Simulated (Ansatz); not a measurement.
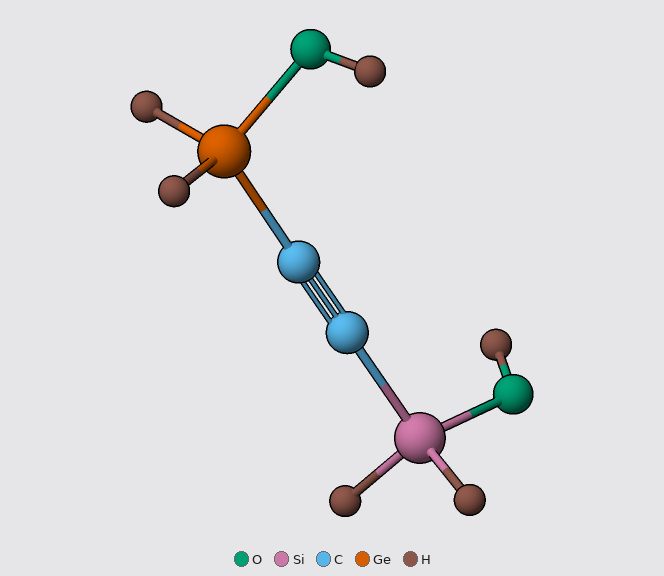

Figure made from data computed with Ansatz.

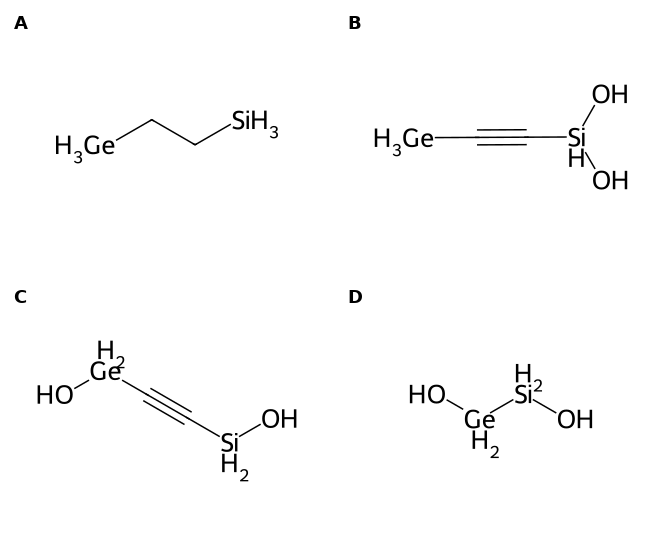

> The first picture shows one of the molecules drawn in the second. Which?

C, `O[SiH2]C#[C][GeH2][OH]`.
